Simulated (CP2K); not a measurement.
# wB97X/def2-TZVPP run of H2O2 (hydrogen peroxide)

Aim: the energy change on altering one bond length of H2O2 (hydrogen peroxide) at wB97X/def2-TZVPP, from 2 runs. 

The results are computed with CP2K 2026.2.

2 further runs of the same task are left out: 1 that didn't finish, 1 set aside as unsound or not needed.

**1. The system as given**

The species is H2O2 (4 atoms), meant as a singlet with charge 0. SMILES: `OO`. The shape is that of a PBE0-D4/def2-TZVP optimisation.

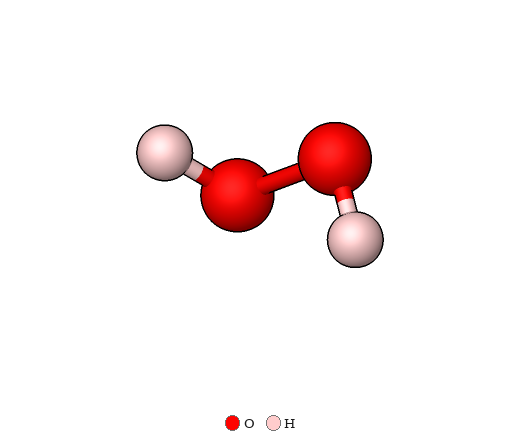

The structure, seen from a chosen angle (oxygen red, hydrogen pink).

**2. The energy at wB97X/def2-TZVPP**

The input, molecule.xyz:

```xyz
4

O     -0.486800    -0.581100     0.030600
O      0.048300     0.728400     0.206900
H      0.186400    -1.117000     0.467400
H      0.252100     0.969800    -0.704900
```

The input, job.inp:

```
&GLOBAL
    PROJECT_NAME job
    RUN_TYPE ENERGY
    PRINT_LEVEL MEDIUM
&END GLOBAL

&FORCE_EVAL
    METHOD QS
    &DFT
        BASIS_SET_FILE_NAME ./def2_tzvpp.basis
        POTENTIAL_FILE_NAME POTENTIAL
        # Quickstep
        &QS
            METHOD GAPW
            EPS_DEFAULT 1.0E-10
        &END QS
        &MGRID
            CUTOFF 280
            REL_CUTOFF 50
            NGRIDS 4
        &END MGRID
        # no periodic images
        &POISSON
            PERIODIC NONE
            POISSON_SOLVER MULTIPOLE
        &END POISSON
        &SCF
            SCF_GUESS ATOMIC
            EPS_SCF 1.0E-07
            MAX_SCF 80
            ADDED_MOS 10
            &DIAGONALIZATION
                ALGORITHM STANDARD
            &END DIAGONALIZATION
            &MIXING
                METHOD DIRECT_P_MIXING
                ALPHA 0.4
            &END MIXING
        &END SCF
        &XC
            &XC_FUNCTIONAL
                &HYB_GGA_XC_WB97X
                &END HYB_GGA_XC_WB97X
            &END XC_FUNCTIONAL
            &HF
                FRACTION 1.0
                &SCREENING
                    EPS_SCHWARZ 1.0E-10
                &END SCREENING
                &INTERACTION_POTENTIAL
                    POTENTIAL_TYPE MIX_CL
                    SCALE_COULOMB 0.157706
                    SCALE_LONGRANGE 0.842294
                    OMEGA 0.3
                &END INTERACTION_POTENTIAL
                &MEMORY
                    MAX_MEMORY 1050
                &END MEMORY
            &END HF
        &END XC
        &PRINT
            &MOMENTS
                PERIODIC F
                REFERENCE COM
                MAX_MOMENT 1
            &END MOMENTS
            &MO ON
                ENERGIES T
                OCCUPATION_NUMBERS T
                NDIGITS 6
                &EACH
                    QS_SCF 0
                &END EACH
                ADD_LAST NUMERIC
            &END MO
            &LOWDIN ON
            &END LOWDIN
            &HIRSHFELD OFF
            &END HIRSHFELD
        &END PRINT
    &END DFT
    # structure
    &SUBSYS
        # vacuum box
        &CELL
            ABC 7.7 9.1 8.2
            PERIODIC NONE
        &END CELL
        &TOPOLOGY
            COORD_FILE_NAME molecule.xyz
            COORD_FILE_FORMAT XYZ
            &CENTER_COORDINATES
            &END CENTER_COORDINATES
        &END TOPOLOGY
        &KIND O
            BASIS_SET def2-TZVPP
            POTENTIAL ALL
            LEBEDEV_GRID 194
            RADIAL_GRID 100
        &END KIND
        &KIND H
            BASIS_SET def2-TZVPP
            POTENTIAL ALL
            LEBEDEV_GRID 194
            RADIAL_GRID 100
        &END KIND
    &END SUBSYS
&END FORCE_EVAL
```

Run with:

```console
OMP_NUM_THREADS=1 cp2k.psmp -i job.inp -o job.out
```

The program printed (excerpt; [...] marks lines left out):

```text
CP2K| version string:                                       CP2K version 2026.2
[...]
 GLOBAL| Method name                                                        CP2K
[...]
 GLOBAL| Run type                                                         ENERGY
[...]
 DFT| Spin restricted Kohn-Sham (RKS) calculation                            RKS
 DFT| Multiplicity                                                             1
[...]
 DFT| Charge                                                                   0
[...]
 FUNCTIONAL| HYB_GGA_XC_WB97X:
[...]
 QS| Method:                                                                GAPW
[...]
 QS| Density cutoff [a.u.]:                                                140.0
[...]
 QS| Relative density cutoff [a.u.]:                                        25.0
[...]
                             - Atoms:                                          4
[...]
                             - Spherical basis functions:                     90
[...]
 Number of electrons:                                                         18
[...]
     1 P_Mix/Diag. 0.40E+00    3.1     0.24335294      -151.6286997153 -1.52E+02
[...]
    15 DIIS/Diag.  0.22E-06    0.8     0.00000010      -151.5776077277 -4.26E-13
  *** SCF run converged in    15 steps ***
[...]
  Overlap energy of the core charge distribution:               0.00000008864928
  Self energy of the core charge distribution:               -148.64118837347587
  Core Hamiltonian energy:                                    -11.88349420048580
  Hartree energy:                                              37.38819196879319
  Exchange-correlation energy:                                 -3.96968432473730
  Hartree-Fock Exchange energy:                                -5.11096370468996
[...]
                     Mulliken Population Analysis
 #  Atom  Element  Kind  Atomic population                           Net charge
       1     O        1          8.211801                             -0.211801
       2     O        1          8.211692                             -0.211692
       3     H        2          0.788267                              0.211733
       4     H        2          0.788240                              0.211760
 # Total charge                             18.000000                 -0.000000
[...]
  Dipole moment [Debye]
    X=  0.1542352E+01 Y= -0.5187198E+00 Z= -0.8347454E+00  Total=      1.8288574
 ENERGY| Total FORCE_EVAL ( QS ) energy [hartree]           -151.577607727748443
[...]
```

Run time: 17 s. Hardware: 1 thread of AMD EPYC 7R43 (Zen 3), shared host; peak memory 0.5 GiB.

**3. The distorted shape at the same level**

The input, molecule.inp:

```
&GLOBAL
  PROJECT_NAME molecule
  RUN_TYPE ENERGY
  PRINT_LEVEL MEDIUM
&END GLOBAL

&FORCE_EVAL
  METHOD QUICKSTEP
  &DFT
    BASIS_SET_FILE_NAME ./def2_tzvpp.basis
    POTENTIAL_FILE_NAME POTENTIAL
    &QS
      METHOD GAPW
      EPS_DEFAULT 1.0E-10
    &END QS
    &MGRID
      CUTOFF 280
      REL_CUTOFF 50
      NGRIDS 4
    &END MGRID
    &POISSON
      PERIODIC NONE
      POISSON_SOLVER MULTIPOLE
    &END POISSON
    &SCF
      SCF_GUESS ATOMIC
      EPS_SCF 1.0E-07
      MAX_SCF 100
      ADDED_MOS 5
      &DIAGONALIZATION
        ALGORITHM STANDARD
      &END DIAGONALIZATION
      &MIXING
        METHOD DIRECT_P_MIXING
        ALPHA 0.4
      &END MIXING
    &END SCF
    &XC
      &XC_FUNCTIONAL
        &HYB_GGA_XC_WB97X
        &END HYB_GGA_XC_WB97X
      &END XC_FUNCTIONAL
      &HF
        FRACTION 1.0
        &SCREENING
          EPS_SCHWARZ 1.0E-10
        &END SCREENING
        &INTERACTION_POTENTIAL
          POTENTIAL_TYPE MIX_CL
          SCALE_COULOMB 0.157706
          SCALE_LONGRANGE 0.842294
          OMEGA 0.3
        &END INTERACTION_POTENTIAL
        &MEMORY
          MAX_MEMORY 1050
        &END MEMORY
      &END HF
    &END XC
    &PRINT
      &MOMENTS
        PERIODIC F
        REFERENCE COM
        MAX_MOMENT 1
      &END MOMENTS
      &MO ON
        ENERGIES T
        OCCUPATION_NUMBERS T
        NDIGITS 6
        &EACH
          QS_SCF 0
        &END EACH
        ADD_LAST NUMERIC
      &END MO
      &LOWDIN ON
      &END LOWDIN
      &HIRSHFELD OFF
      &END HIRSHFELD
      &MO_MOLDEN ON
        NDIGITS 8
      &END MO_MOLDEN
    &END PRINT
  &END DFT
  &SUBSYS
    &CELL
      ABC 8.2 9.5 8.5
      PERIODIC NONE
    &END CELL
    &COORD
      O      3.494106     4.456872     4.224621
      O      4.029206     5.766372     4.400921
      H      4.705894     3.492228     5.010879
      H      4.233006     6.007772     3.489121
    &END COORD
    &KIND O
      BASIS_SET def2-TZVPP
      POTENTIAL ALL
      LEBEDEV_GRID 194
      RADIAL_GRID 100
    &END KIND
    &KIND H
      BASIS_SET def2-TZVPP
      POTENTIAL ALL
      LEBEDEV_GRID 194
      RADIAL_GRID 100
    &END KIND
  &END SUBSYS
&END FORCE_EVAL
```

Run with:

```console
OMP_NUM_THREADS=1 cp2k.psmp -i molecule.inp -o molecule.out
```

The program printed (excerpt; [...] marks lines left out):

```text
CP2K| version string:                                       CP2K version 2026.2
[...]
 GLOBAL| Method name                                                        CP2K
[...]
 GLOBAL| Run type                                                         ENERGY
[...]
 DFT| Spin restricted Kohn-Sham (RKS) calculation                            RKS
 DFT| Multiplicity                                                             1
[...]
 DFT| Charge                                                                   0
[...]
 FUNCTIONAL| HYB_GGA_XC_WB97X:
[...]
 QS| Method:                                                                GAPW
[...]
 QS| Density cutoff [a.u.]:                                                140.0
[...]
 QS| Relative density cutoff [a.u.]:                                        25.0
[...]
                             - Atoms:                                          4
[...]
                             - Spherical basis functions:                     90
[...]
 Number of electrons:                                                         18
[...]
     1 P_Mix/Diag. 0.40E+00    5.4     0.24285401      -151.2895683008 -1.51E+02
[...]
    22 DIIS/Diag.  0.49E-07    1.0     0.00000009      -151.4370058466 -4.55E-13
  *** SCF run converged in    22 steps ***
[...]
  Overlap energy of the core charge distribution:               0.00000004432218
  Self energy of the core charge distribution:               -148.64118837347587
  Core Hamiltonian energy:                                    -12.39225030272413
  Hartree energy:                                              38.01131115063905
  Exchange-correlation energy:                                 -3.85265352396836
  Hartree-Fock Exchange energy:                                -5.04391964378170
[...]
                     Mulliken Population Analysis
 #  Atom  Element  Kind  Atomic population                           Net charge
       1     O        1          8.245694                             -0.245694
       2     O        1          8.162858                             -0.162858
       3     H        2          0.801837                              0.198163
       4     H        2          0.789610                              0.210390
 # Total charge                             18.000000                  0.000000
[...]
 ENERGY| Total FORCE_EVAL ( QS ) energy [hartree]           -151.437005846608628
[...]
```

Wall time 30 s (1 thread of AMD EPYC 7R43 (Zen 3), shared host); peak memory 0.54 GiB.

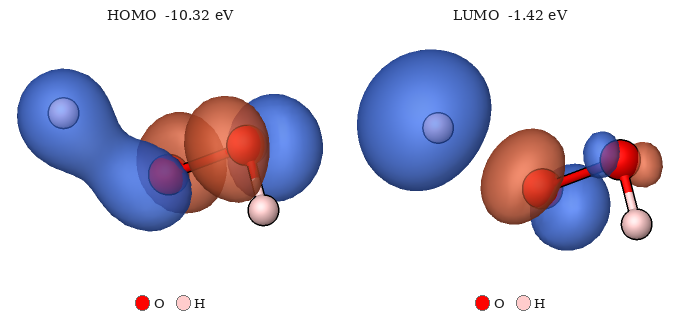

Frontier orbitals of this run, surfaces at ±0.2 Å^-3/2.

**4. Summary of results**

Level: wB97X/def2-TZVPP.

| quantity | value |
| --- | --- |
| first shape: total energy | -151.57761 Eh |
| first shape: dipole moment | 1.83 D |
| first shape: HOMO energy | -10.74 eV |
| first shape: LUMO energy | 3.08 eV |
| first shape: HOMO–LUMO gap | 13.82 eV |
| distorted shape: total energy | -151.43701 Eh |
| distorted shape: dipole moment | 1.85 D |
| distorted shape: HOMO energy | -10.32 eV |
| distorted shape: LUMO energy | -1.42 eV |
| distorted shape: HOMO–LUMO gap | 8.90 eV |
| energy change with the O1–H3 bond stretched from 0.965 to 1.737 Å | 3.826 eV |

In words: With the O1–H3 bond stretched from 0.965 to 1.737 Å the energy rises by 3.83 eV (369 kJ/mol). The first shape isn't relaxed at this level, so the change isn't measured from a minimum. A restricted reference can't describe the breaking bond well at this length.
